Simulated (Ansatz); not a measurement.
**PH4+ (singlet): one geometry, many settings at distance P1–H3 = 1.938 Å**

Aim: run PH4+ (singlet) at one geometry under a spread of methods and options, and see what each costs and gives.

Computed with Ansatz 0.2.0, Gaussian basis. Level: the settings change from run to run.

12 further runs of the same task are left out: 10 that didn't finish, 2 set aside as unsound or not needed.

### Step 1. The system

The geometry derives from a PBE0/def2-TZVP stationary point (not a proven minimum). One bond is set to the value named and the two fragments are kept rigid.

5 atoms, charge 1, spin multiplicity 1.

Atoms are counted from 1 here; the program's logs count them from 0.

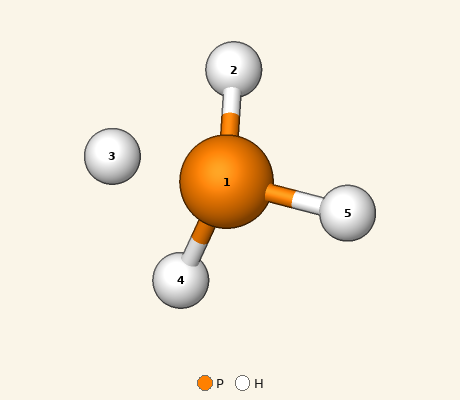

The structure; phosphorus orange, hydrogen white; atoms are numbered from 1 in the order of the file.

### Step 2. CCSD(T) on RHF/6-31G

Contents of in.yaml:

```yaml
crystal:
  periodic: [false, false, false]
  atoms:
    - {symbol: P, position_ang: [0.008959, 0.008906, -0.008935]}
    - {symbol: H, position_ang: [0.816132, 0.819189, 0.799566]}
    - {symbol: H, position_ang: [-1.113164, -1.106574, 1.110167]}
    - {symbol: H, position_ang: [-0.797364, 0.815924, -0.821539]}
    - {symbol: H, position_ang: [0.819088, -0.802217, -0.813628]}
basis:
  gaussian: {orbitals: 6-31G}
total_charge: 1
magnetization: {spin_polarized: false}
correlation: {method: ccsd_t, electrons: outside_noble_gas}
accuracy: high
scf: {lower_state_search: light}
```

Run with:

```bash
> ansatz run in.yaml --threads 1 --pin off --events-out ev --progress --plain --max-ram 2393MiB
```

What it wrote, shortened:

```text
Functional definition: HF
  name "HF"
  cite "Fock, Z. Phys. 61, 126 (1930) doi:10.1007/BF01340294"
  parent pbe
[...]
474 factors; integrals over basis functions are off by at most 3.5e-9 eV
[...]
mean field -9323.56105543 eV, -342.6345490503 hartree, gradient 4.4e-8 eV, S^2 0.000000; 1 other end points of the search recorded, 0 dependent functions left out
5 core orbitals not correlated: weight in the atoms' cores, before any rotation towards them, 1.000 or more for the frozen orbitals, at most 0.000 for the correlated occupied ones
reference -9323.56105543 eV, -342.6345490503 hartree; 4, 4 occupied and 12, 12 virtual orbitals, 474 factors
second order -2.05119311 eV of doubles, -0.00000000 eV of singles
cycle   1  -2.55578385 eV  change   -5.0e-1 eV  update   6.7e-2
[...]
cycle  21  -2.86551221 eV  change   2.8e-10 eV  update  7.9e-11
perturbative correction -0.03213782 eV, -0.0011810432 hartree
Total energy: -9326.45870546 eV, -342.7410357250 hartree
```

Run time: 0.36 s. Hardware: 1 thread of Arm Neoverse V1, shared host.

From the report: correlation -2.8977 eV; T1 0.010; largest double amplitude 0.19.

### Step 3. BCCD(T) on UHF/6-31G

in.yaml: that of step 2 with these lines changed.

```diff
@@ -11,5 +11,4 @@
 total_charge: 1
-magnetization: {spin_polarized: false}
-correlation: {method: ccsd_t, electrons: outside_noble_gas}
+magnetization: {spin_polarized: true, initial_magnetization: 0}
+correlation: {method: bccd_t, electrons: all}
 accuracy: high
-scf: {lower_state_search: light}
```

Launched as before.

What it wrote, shortened:

```text
Functional definition: HF
  name "HF"
  cite "Fock, Z. Phys. 61, 126 (1930) doi:10.1007/BF01340294"
  parent pbe
[...]
474 factors; integrals over basis functions are off by at most 3.5e-9 eV
[...]
mean field -9323.56105543 eV, -342.6345490503 hartree, gradient 3.1e-8 eV, S^2 0.000000; 3 other end points of the search recorded, 0 dependent functions left out
reference -9323.56105543 eV, -342.6345490503 hartree; 9, 9 occupied and 12, 12 virtual orbitals, 474 factors
second order -2.14615252 eV of doubles, -0.00000000 eV of singles
cycle   1  -2.64514573 eV  change   -5.0e-1 eV  update   6.7e-2
[...]
cycle  19  -2.94973387 eV  change  -1.7e-10 eV  update  1.8e-10
perturbative correction -0.03630204 eV, -0.0013340755 hartree
Total energy: -9326.54709134 eV, -342.7442838462 hartree
```

It took 1.2 s on 1 thread of Arm Neoverse V1, shared host.

From the report: ⟨S²⟩ of the determinant 0.000 (pure singlet: 0.00); correlation -2.9860 eV; largest double amplitude 0.19.

### Step 4. NEVPT4(SD)(6,4)/6-31G

in.yaml: that of step 3 with these lines changed.

```diff
@@ -11,4 +11,2 @@
 total_charge: 1
-magnetization: {spin_polarized: true, initial_magnetization: 0}
-correlation: {method: bccd_t, electrons: all}
-accuracy: high
+correlation: {method: fic_nevpt4_sd, electrons: outside_noble_gas, active_space: {window: {electrons: 6, orbitals: 4}}}
```

Launched as before.

What it wrote:

```text
Functional definition: HF
  name "HF"
  cite "Fock, Z. Phys. 61, 126 (1930) doi:10.1007/BF01340294"
  parent pbe
  exchange = exact_x
  correlation = 0
268 factors; integrals over basis functions are off by at most 2.3e-4 eV
mean field evaluation 1: about -9323.0140 eV, gradient 1.0e1 eV
mean field evaluation 2: about -9323.0138 eV, gradient 1.0e1 eV
mean field evaluation 4: about -9323.5580 eV, gradient 6.7e-1 eV
mean field evaluation 8: about -9323.5609 eV, gradient 2.5e-6 eV
mean field -9323.56090775 eV, -342.6345436232 hartree, gradient 2.7e-6 eV, S^2 0.000000; 0 other end points of the search recorded, 0 dependent functions left out
reference -9323.56090775 eV, -342.6345436232 hartree; 9, 9 occupied and 12, 12 virtual orbitals, 268 factors
state -9324.40094292 eV, -342.6654143464 hartree
state -9324.40094292 eV, -342.6654143464 hartree; corrected -9326.36817371 eV, -342.7377087446 hartree
WARN: 1 active orbitals are nearly empty or full. The corrections depend on them more than the energy does, and are more stable in an active space without them
Total energy: -9326.36817371 eV, -342.7377087446 hartree
```

It took 0.48 s on 1 thread of Arm Neoverse V1, shared host.

From the report: 16 determinants; active occupations 2.00, 2.00, 1.91, 0.09. The report marks this result as in doubt.

### Step 5. CCSDT on UHF/6-31G

in.yaml: that of step 4 with these lines changed.

```diff
@@ -11,2 +11,3 @@
 total_charge: 1
-correlation: {method: fic_nevpt4_sd, electrons: outside_noble_gas, active_space: {window: {electrons: 6, orbitals: 4}}}
+magnetization: {spin_polarized: true, initial_magnetization: 0}
+correlation: {method: ccsdt, electrons: outside_noble_gas}
```

Launched as before.

What it wrote, shortened:

```text
Functional definition: HF
  name "HF"
  cite "Fock, Z. Phys. 61, 126 (1930) doi:10.1007/BF01340294"
  parent pbe
[...]
450 factors; integrals over basis functions are off by at most 6.7e-8 eV
[...]
mean field -9323.56105542 eV, -342.6345490501 hartree, gradient 1.9e-6 eV, S^2 0.000000; 3 other end points of the search recorded, 0 dependent functions left out
5 core orbitals not correlated: weight in the atoms' cores, before any rotation towards them, 1.000 or more for the frozen orbitals, at most 0.000 for the correlated occupied ones
reference -9323.56105542 eV, -342.6345490501 hartree; 4, 4 occupied and 12, 12 virtual orbitals, 450 factors
second order -2.05119310 eV of doubles, -0.00000000 eV of singles
cycle   1  -2.55578347 eV  change   -5.0e-1 eV  update   6.8e-2
[...]
cycle  11  -2.90700123 eV  change   -1.3e-7 eV  update   3.9e-7
Total energy: -9326.46805665 eV, -342.7413793747 hartree
```

Wall time 1.2 s (1 thread of Arm Neoverse V1, shared host).

From the report: ⟨S²⟩ of the determinant 0.000 (pure singlet: 0.00); correlation -2.9070 eV; T1 0.010; largest double amplitude 0.19.

### Step 6. HF/6-31G

in.yaml: that of step 5 with these lines changed.

```diff
@@ -11,3 +11,5 @@
 total_charge: 1
-magnetization: {spin_polarized: true, initial_magnetization: 0}
-correlation: {method: ccsdt, electrons: outside_noble_gas}
+magnetization: {spin_polarized: false}
+hamiltonian: {xc: hf}
+scf: {lower_state_search: full}
+output: {orbitals: {seedname: orbitals}}
```

Launched as before.

What it wrote:

```text
Functional definition: HF
  name "HF"
  cite "Fock, Z. Phys. 61, 126 (1930) doi:10.1007/BF01340294"
  parent pbe
  exchange = exact_x
  correlation = 0
268 factors; integrals over basis functions are off by at most 2.3e-4 eV
mean field evaluation 1: about -9323.0140 eV, gradient 1.0e1 eV
mean field evaluation 2: about -9323.0138 eV, gradient 1.0e1 eV
mean field evaluation 4: about -9323.5580 eV, gradient 6.7e-1 eV
mean field evaluation 8: about -9323.5609 eV, gradient 2.7e-5 eV
mean field -9323.56090775 eV, -342.6345436232 hartree, gradient 2.8e-5 eV, S^2 0.000000; 0 other end points of the search recorded, 0 dependent functions left out
reference -9323.56090775 eV, -342.6345436232 hartree; 9, 9 occupied and 12, 12 virtual orbitals, 268 factors
Total energy: -9323.56090775 eV, -342.6345436232 hartree
```

It took 0.12 s on 1 thread of Arm Neoverse V1, shared host.

### Step 7. NEVPT2(6,7)/cc-pVDZ

in.yaml: that of step 6 with these lines changed.

```diff
@@ -9,7 +9,5 @@
 basis:
-  gaussian: {orbitals: 6-31G}
+  gaussian: {orbitals: cc-pVDZ}
 total_charge: 1
-magnetization: {spin_polarized: false}
-hamiltonian: {xc: hf}
+correlation: {method: sc_nevpt2, electrons: outside_noble_gas, active_space: {window: {electrons: 6, orbitals: 7}, states: [{multiplicity: 1, weights: [1, 1, 1, 1]}]}}
 scf: {lower_state_search: full}
-output: {orbitals: {seedname: orbitals}}
```

The command is unchanged.

What it wrote, shortened:

```text
Functional definition: HF
  name "HF"
  cite "Fock, Z. Phys. 61, 126 (1930) doi:10.1007/BF01340294"
  parent pbe
[...]
700 factors; integrals over basis functions are off by at most 1.9e-7 eV
[...]
mean field -9325.83126510 eV, -342.7179777169 hartree, gradient 6.3e-7 eV, S^2 0.000000; 0 other end points of the search recorded, 0 dependent functions left out
reference -9325.83126510 eV, -342.7179777169 hartree; 9, 9 occupied and 29, 29 virtual orbitals, 700 factors
state -9327.09465887 eV, -342.7644065816 hartree
state -9317.92968402 eV, -342.4275999680 hartree
state -9317.92968331 eV, -342.4275999421 hartree
state -9316.86412045 eV, -342.3884412293 hartree
state -9327.09465887 eV, -342.7644065816 hartree; corrected -9329.90555155 eV, -342.8677049823 hartree
state -9317.92968402 eV, -342.4275999680 hartree; corrected -9320.81460090 eV, -342.5336187079 hartree
state -9317.92968331 eV, -342.4275999421 hartree; corrected -9320.81460019 eV, -342.5336186820 hartree
state -9316.86412045 eV, -342.3884412293 hartree; corrected -9320.30772980 eV, -342.5149915386 hartree
Total energy: -9322.96062061 eV, -342.6124834777 hartree
```

Run time: 3.6 s. Hardware: 1 thread of Arm Neoverse V1, shared host.

From the report: 625 determinants; active occupations (of the averaged states) 1.73, 1.73, 1.69, 0.77, 0.03, 0.02, 0.02.

### Step 8. NEVPT2(8,7)/6-31G

in.yaml: that of step 7 with these lines changed.

```diff
@@ -9,5 +9,4 @@
 basis:
-  gaussian: {orbitals: cc-pVDZ}
+  gaussian: {orbitals: 6-31G}
 total_charge: 1
-correlation: {method: sc_nevpt2, electrons: outside_noble_gas, active_space: {window: {electrons: 6, orbitals: 7}, states: [{multiplicity: 1, weights: [1, 1, 1, 1]}]}}
-scf: {lower_state_search: full}
+correlation: {method: sc_nevpt2, electrons: valence, active_space: {window: {electrons: 8, orbitals: 7}}}
```

Same command.

What it wrote:

```text
Functional definition: HF
  name "HF"
  cite "Fock, Z. Phys. 61, 126 (1930) doi:10.1007/BF01340294"
  parent pbe
  exchange = exact_x
  correlation = 0
268 factors; integrals over basis functions are off by at most 2.3e-4 eV
mean field evaluation 1: about -9323.0140 eV, gradient 1.0e1 eV
mean field evaluation 2: about -9323.0138 eV, gradient 1.0e1 eV
mean field evaluation 4: about -9323.5580 eV, gradient 6.7e-1 eV
mean field evaluation 8: about -9323.5609 eV, gradient 2.5e-6 eV
mean field -9323.56090775 eV, -342.6345436232 hartree, gradient 2.7e-6 eV, S^2 0.000000; 0 other end points of the search recorded, 0 dependent functions left out
reference -9323.56090775 eV, -342.6345436232 hartree; 9, 9 occupied and 12, 12 virtual orbitals, 268 factors
state -9325.40323903 eV, -342.7022480489 hartree
state -9325.40323903 eV, -342.7022480489 hartree; corrected -9326.11233795 eV, -342.7283069537 hartree
Total energy: -9326.11233795 eV, -342.7283069537 hartree
```

Wall time 3.8 s (1 thread of Arm Neoverse V1, shared host).

From the report: 1,225 determinants; active occupations 2.00, 1.98, 1.97, 1.91, 0.09, 0.03, 0.02.

### Step 9. MP2 on UHF/6-31G

in.yaml: that of step 8 with these lines changed.

```diff
@@ -9,4 +9,5 @@
 basis:
-  gaussian: {orbitals: 6-31G}
+  gaussian: {orbitals: 6-31G, point_charges: [{charge: -0.50, position_ang: [3.903, 0.763, 0.401]}]}
 total_charge: 1
-correlation: {method: sc_nevpt2, electrons: valence, active_space: {window: {electrons: 8, orbitals: 7}}}
+magnetization: {spin_polarized: true, initial_magnetization: 0}
+correlation: {method: mp2, electrons: outside_noble_gas}
```

Launched as before.

What it wrote:

```text
Functional definition: HF
  name "HF"
  cite "Fock, Z. Phys. 61, 126 (1930) doi:10.1007/BF01340294"
  parent pbe
  exchange = exact_x
  correlation = 0
268 factors; integrals over basis functions are off by at most 1.9e-4 eV
mean field evaluation 1: about -9324.8225 eV, gradient 7.3e0 eV
mean field evaluation 2: about -9324.8221 eV, gradient 7.3e0 eV
mean field evaluation 4: about -9325.3545 eV, gradient 4.7e-1 eV
mean field evaluation 8: about -9325.3575 eV, gradient 2.0e-6 eV
mean field evaluation 16: about -9325.3552 eV, gradient 6.8e-2 eV
mean field -9325.35745564 eV, -342.7005655406 hartree, gradient 1.9e-6 eV, S^2 0.000000; 2 other end points of the search recorded, 0 dependent functions left out
5 core orbitals not correlated: weight in the atoms' cores, before any rotation towards them, 1.000 or more for the frozen orbitals, at most 0.000 for the correlated occupied ones
reference -9325.35745564 eV, -342.7005655406 hartree; 4, 4 occupied and 12, 12 virtual orbitals, 268 factors
second order -2.05577933 eV of doubles, -0.00000000 eV of singles
Total energy: -9327.41323497 eV, -342.7761140376 hartree
```

Wall time 0.15 s (1 thread of Arm Neoverse V1, shared host).

From the report: ⟨S²⟩ of the determinant 0.000 (pure singlet: 0.00).

### Step 10. CCSDT on RHF/6-31G

in.yaml: that of step 9 with these lines changed.

```diff
@@ -9,5 +9,7 @@
 basis:
-  gaussian: {orbitals: 6-31G, point_charges: [{charge: -0.50, position_ang: [3.903, 0.763, 0.401]}]}
+  gaussian: {orbitals: 6-31G}
 total_charge: 1
-magnetization: {spin_polarized: true, initial_magnetization: 0}
-correlation: {method: mp2, electrons: outside_noble_gas}
+magnetization: {spin_polarized: false}
+correlation: {method: ccsdt, electrons: all}
+scf: {lower_state_search: off}
+output: {forces: true}
```

Same command.

What it wrote, shortened:

```text
Functional definition: HF
  name "HF"
  cite "Fock, Z. Phys. 61, 126 (1930) doi:10.1007/BF01340294"
  parent pbe
[...]
450 factors; integrals over basis functions are off by at most 6.7e-8 eV
[...]
mean field -9323.56105542 eV, -342.6345490501 hartree, gradient 2.8e-6 eV, S^2 0.000000; 0 other end points of the search recorded, 0 dependent functions left out
reference -9323.56105542 eV, -342.6345490501 hartree; 9, 9 occupied and 12, 12 virtual orbitals, 450 factors
second order -2.14615252 eV of doubles, -0.00000000 eV of singles
cycle   1  -2.64049898 eV  change   -4.9e-1 eV  update   6.8e-2
[...]
cycle  10  -2.99485157 eV  change   -1.0e-6 eV  update   1.1e-6
[...]
Total energy: -9326.55590699 eV, -342.7446078151 hartree
Atom 0 at     0.008959     0.008906    -0.008935 Å, force    -1.944896    -1.933382     1.939660 eV/Å
Atom 1 at     0.816132     0.819189     0.799566 Å, force     0.236365     0.238117     0.408722 eV/Å
Atom 2 at    -1.113164    -1.106574     1.110167 Å, force     1.879068     1.867944    -1.874010 eV/Å
Atom 3 at    -0.797364     0.815924    -0.821539 Å, force    -0.408084     0.236813    -0.238766 eV/Å
Atom 4 at     0.819088    -0.802217    -0.813628 Å, force     0.237546    -0.409492    -0.235606 eV/Å
Dipole moment:    -0.031138    -0.030954     0.031055 e Å
Checks for a lower state left out: starts, cluster_reference, orbital_swaps, neighbouring_geometries, increment
```

It took 3.1 s on 1 thread of Arm Neoverse V1, shared host.

From the report: correlation -2.9949 eV; T1 0.007; largest double amplitude 0.19.

### Step 11. All runs side by side

Where basis and cores are those of an earlier FCI/6-31G run (-9326.4702 eV), and the state is the same kind, the miss against it is given. † marks a result that the program doubts.

```csv
level,correlated,functions,energy (eV),from FCI (meV),time
CCSD(T) on RHF/6-31G,outside noble gas,21,-9326.4587,11.5,0.36 s
BCCD(T) on UHF/6-31G,all,21,-9326.5471,,1.2 s
"NEVPT4(SD)(6,4)/6-31G †",outside noble gas,21,-9326.3682,102.0,0.48 s
CCSDT on UHF/6-31G,outside noble gas,21,-9326.4681,2.1,1.2 s
HF/6-31G,,21,-9323.5609,2909.3,0.12 s
"NEVPT2(6,7)/cc-pVDZ (mean of several states)",outside noble gas,38,-9322.9606,,3.6 s
"NEVPT2(8,7)/6-31G",valence,21,-9326.1123,,3.8 s
MP2 on UHF/6-31G (beside a point charge),outside noble gas,21,-9327.4132,,0.15 s
CCSDT on RHF/6-31G,all,21,-9326.5559,,3.1 s
```

### Step 12. Outcome

| quantity | value |
| --- | --- |
| runs | 9 |
| quickest | HF/6-31G, 0.12 s |
| slowest | NEVPT2(8,7)/6-31G, 3.8 s |

What this shows: Total energies in different bases, with other cores or another treatment of relativity can't be set against each other. NEVPT2(8,7)/6-31G took 32 times as long as HF/6-31G; the jobs differ in more than the method. Among the correlated runs with a miss given, it spans +2 to +102 meV. Hartree-Fock, CASSCF and CASCI lack dynamic correlation by design.
